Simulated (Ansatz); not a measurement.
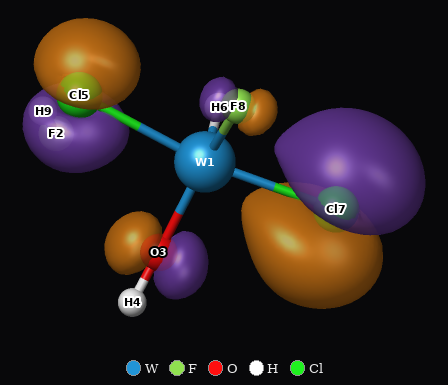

*Cl$_{2}$FH$_{2}$OW···HF (doublet). The HOMO−1 (β) at ±0.1 Å⁻³ᐟ² (orange and purple are the two phases), seen at a tilt.*

Core potentials replace the inner electrons of W.

All numbers below come from Ansatz 0.2.0, UHF/def2-SVP.

```xyz
9

W     0.1443   -0.2938   -0.5304
F    -0.0669    0.4419    3.1732
O     1.5998   -0.7549    0.4158
H     2.5002   -0.8502    0.6904
Cl    0.1073    1.9302    0.3450
H    -1.1314   -0.6514    0.4654
Cl   -0.1122   -2.3892   -1.5373
F    -0.4644    0.4523   -2.0972
H    -0.0796    1.1632    2.6254
```

Describe this orbital and give its energy.

It lies mainly on Cl7 (about 70 %) and Cl5 (about 15 %); largely a lone pair of Cl7. Its energy is −12.58 eV.
